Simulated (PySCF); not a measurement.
# OsNBr: relaxation and vibrations of the singlet

Where does singlet OsNBr go from a PBE0 minimum start, is the end point a minimum, and what are its modes, charges and moments?

Method: PBE0, basis Os def2-SVP with ECP60, N def2-SVP, Br def2-SVP, scalar-relativistic core potentials, no spin–orbit coupling, density fitting; program: PySCF 2.14.0.

## Step 1: The system as given

3 atoms, charge 0, spin multiplicity 1.

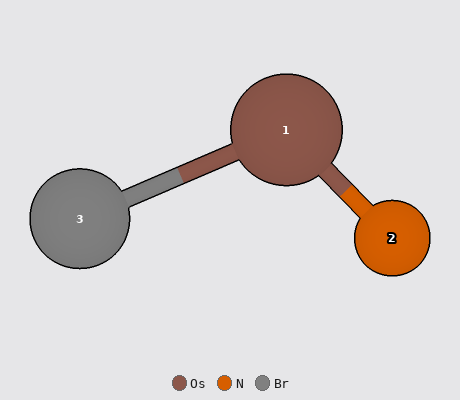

Start geometry, drawn with osmium brown, nitrogen orange, bromine grey; atoms are numbered from 1 in the order of the file.

Z-matrix (Å, degrees; charge 0 multiplicity 1):
```
Os
N  1 1.5955
Br 1 2.3681 2 111.07
```

## Step 2: Finding the electronic state

The steps below are one call of a driver around PySCF. For each, scf.py gives the equivalent set-up of the SCF; relaxations use the driver's own optimiser. After this first run the driver tries any further starts and a stability analysis.

scf.py reads:

```python
from pyscf import gto, scf, dft
mol = gto.M(atom='''
Os    -0.004331     0.302669    -0.555543
N      0.012368    -0.864324    -1.643446
Br     0.008319    -0.581313     1.641363''',
    basis={'Os': 'def2-SVP', 'N': 'def2-SVP', 'Br': 'def2-SVP'},
    ecp={'Os': 'def2-SVP'},
    charge=0, spin=0)
mf = dft.RKS(mol, xc='PBE0')
mf.grids.atom_grid = (50, 194)
aux = {'Os': 'def2-universal-JKFIT', 'N': 'def2-universal-JKFIT', 'Br': 'def2-universal-JKFIT'}
mf = mf.density_fit(auxbasis=aux)
mf.conv_tol = 1e-08
mf.diis_space = 10
mf.max_cycle = 60
mf.init_guess = 'minao'
mf.verbose = 4
mf.kernel()
```

On the command line:

```console
OMP_NUM_THREADS=2 python axn.py task.json out
```

The runs that follow: Relaxing the singlet from the PBE0 minimum start; Frequencies; A spin-polarised start; Frequencies.

Q: Predict the outcome of this session. Wanted: minimum; geometry; wavenumbers; dipole moment; highest occupied, lowest empty level; polar-tensor charge of Os1; zero-point energy; atomisation energy; ⟨S²⟩.

As calculated:

| quantity | value |
| --- | --- |
| minimum | broken-symmetry (Ms = 0), Cs |
| geometry | Os–Br 2.380 Å, Os–N 1.604 Å; Br–Os–N 116.3° |
| wavenumbers (cm⁻¹) | 149, 270, 1234 |
| dipole moment | 2.62 D |
| highest occupied, lowest empty level (either spin) | -7.00, -3.88 eV |
| polar-tensor charge of Os1 | +0.88 e |
| zero-point energy | 9.9 kJ/mol |
| entropy at 298.15 K | 308.2 J/(mol K) |
| atomisation energy (no zero-point energy) | 809 kJ/mol |
| ⟨S²⟩ | 0.596 |

**Reading.** The molecule stays Cs, as typed, and the end point is a minimum. The determinant is spin-contaminated (⟨S²⟩ = 0.60 against 0.00), so it is no pure spin state. The strongest infrared band lies at 1234 cm⁻¹ (stretch). Other starts or spin states, not run here, may lie lower. The SCF density has lower symmetry than the nuclear frame. Spin–orbit coupling, left out here, can matter for elements this heavy.
